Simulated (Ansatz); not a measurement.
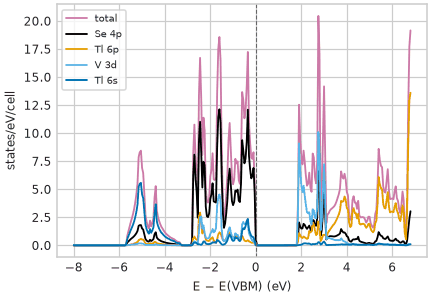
*Total and projected density of states of Tl3VSe4 in space group I-43m (No. 217; V on 2a, Tl on 6b, Se on 8c), plane-wave PAW r²SCAN (Ansatz code)*

Task: Which orbitals carry the states next to the gap?

Result: Top 1 eV of the valence band: Se 4p 70 %, V 3d 12 %, Tl 6s 11 %, Tl 6p 5 %. Bottom 1 eV of the conduction band: V 3d 54 %, Se 4p 26 %, Tl 6p 13 %. Projections are on Löwdin-orthogonalised atomic valence shells; empty p or d shells of many metals are not among them.

Task: Where is the tallest occupied peak in this window, and what makes it?

Result: Near -1.6 eV, about 19 states/eV per cell; the largest projected share is Se 4p.

The first step of the workflow began from a Materials Project structure, measured or hypothetical; the Crystallography Open Database copy checked does not list it. Whether it is the stable phase at ambient conditions was not checked. The r²SCAN relaxation kept the symmetry of its start; its stability against distortions is not shown here. The run is not spin-polarised. Scalar-relativistic: spin–orbit coupling is off unless named, which matters more the heavier the elements.

Potentials: the later of the program's two PAW sets.
